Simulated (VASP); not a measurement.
Band structure of CaB6 (cab6). These are r2SCAN meta-GGA, VASP's PBE PAW potentials (set 64) (plane waves; VASP) values and carry that method's errors.

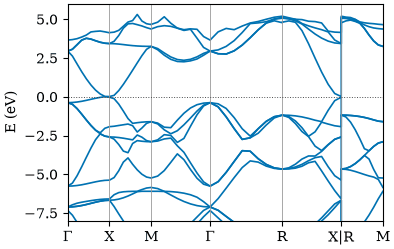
Bands along high-symmetry lines, zero at the valence-band maximum or, without a gap, the Fermi level

Question: Read the plot: is there a gap, and where are the band edges?

Answer: The gap is indirect, 0.01 eV, from the valence maximum at Γ-X at 0.89 to the conduction minimum at X.

Measured: gap 1.00 eV (computed value off by -0.99 eV), as given by Zhigang Wu et al., Physical Review B (2004), arXiv:cond-mat/0401246.

The compound is CaB6 in the cab6 structure. It was relaxed first.
